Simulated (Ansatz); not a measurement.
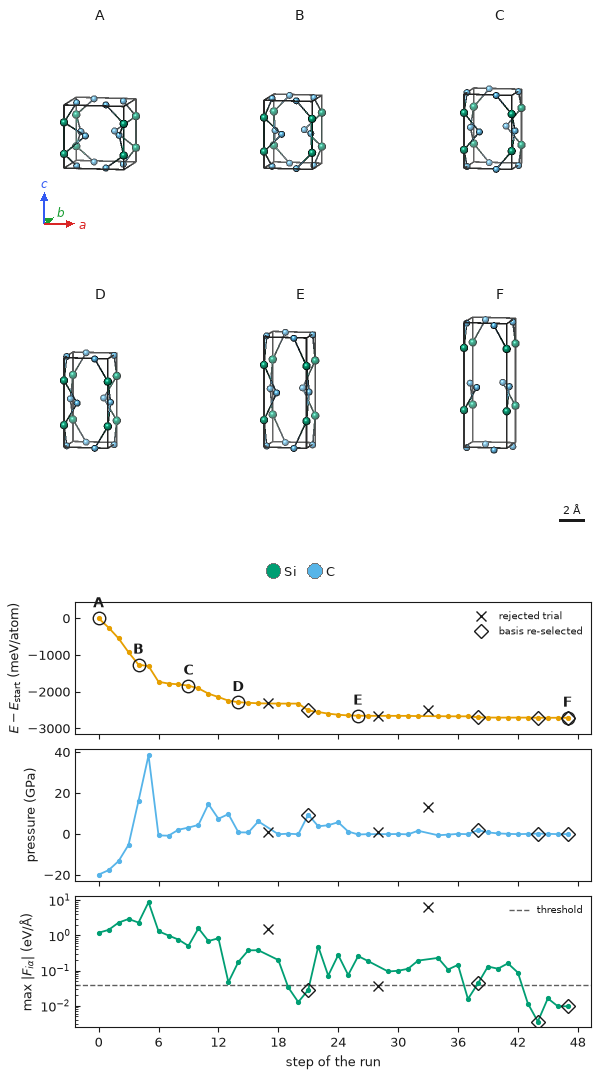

Frames of a relaxation of a crystal of SiC4 (a generated structure, set up in P4cc) (coarse preliminary run), marked on the history of the run. A ball-and-stick model of the cell of the calculation, seen slightly off an axis.

These are results of DFT PBE, scalar-relativistic, plane waves, PAW in Ansatz 0.2.0, not measurements. (plane-wave cutoff 420 eV; k-point mesh 4 × 4 × 4; occupations gaussian; smearing width 0.1 eV; no spin polarisation; cell and atoms relaxed; force threshold 0.04 eV/Å; at most 70 steps)

Describe the path.

Answer. The largest moves relative to the cell, 0.73 Å, are those of Si atoms. By element the largest moves are Si 0.73 Å, C 0.55 Å. The volume changes by +0.7 %, with a = b 4.912 → 3.511 Å (−28.5 %), c 5.134 → 10.119 Å (+97.1 %). Among the contacts that change: Si–Si 2.567 → 5.060 Å, C–C 3.519 → 2.093 Å, C–Si 2.103 → 3.355 Å, C–C 2.488 → 1.480 Å. New bonds form, among them: C–C (2.20 → 1.42 Å), C–C (2.49 → 1.48 Å). Bonds break, among them: C–Si (2.10 → 3.35 Å), Si–Si (2.57 → 5.06 Å). Bond angles that change, for instance: C–Si–C 102.4° → 58.4°. The space group (tolerance 0.01 Å) goes from P4cc (No. 103) to P4mm (No. 99). After 40 accepted moves (47 points after the start) the energy has fallen by 2709 meV per atom. Largest force component: 1.2 eV/Å at the start, 0.0097 eV/Å at the end. The pressure goes from −19.80 to 0.00 GPa. The line search rejected the trial steps at points 17, 28, 33 of the run. At 4 points the geometry stayed and the basis and grid were re-selected for the new cell (energy shift of 186 meV per atom at most each time). The run took 5 min on 1 thread of Arm Neoverse V1 (shared host), peak memory 0.34 GiB. From step 0 to 4: C atoms move most (0.20 Å), volume −30.4 %, energy −1263 meV per atom. From step 4 to 9: C atoms move most (0.41 Å), volume +7.3 %, energy −571 meV per atom. From step 9 to 14: C atoms move most (0.09 Å), volume +2.1 %, energy −449 meV per atom. From step 14 to 26: volume +15.9 %, energy −368 meV per atom. From step 26 to 47: Si atoms move most (0.52 Å), volume +14.0 %, energy −57.2 meV per atom.
